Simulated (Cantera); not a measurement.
Input: 1 mol Si₃N₄, 0.47 mol CO₂, 150 mol N₂, equilibrated at 0.000220 bar.

Cantera equilibrium calculation (NASA polynomials, part measured and part estimated; ideal gas, pure solids and liquids). Candidate condensed phases: C, Si, SiC, SiO₂, Si₂N₂O, Si₃N₄; 34 gas species. Mutual solubility and eutectic melting of coexisting phases are not modelled. The tables' values for SiN are old estimates; treat these amounts as uncertain. Kinetics and transport are ignored.

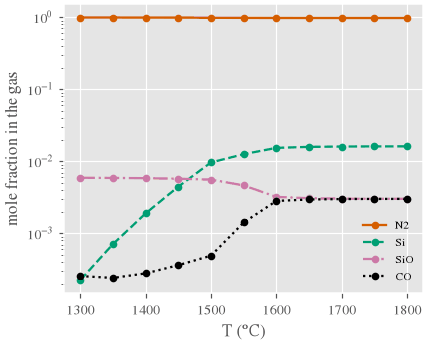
Figure: Equilibrium gas composition (values under 1e-9 drawn at 1e-9)

At 1300 °C the condensed part is SiC(s) + Si₃N₄(s). From 1350 °C to 1400 °C the condensed part is Si(s) + SiC(s). From 1450 °C to 1500 °C the condensed part is Si(l) + SiC(s). At 1550 °C the condensed part is SiC(s). From 1600 °C to 1800 °C nothing is condensed. The main Si-bearing gas is SiO at 1300 °C and Si at 1800 °C.
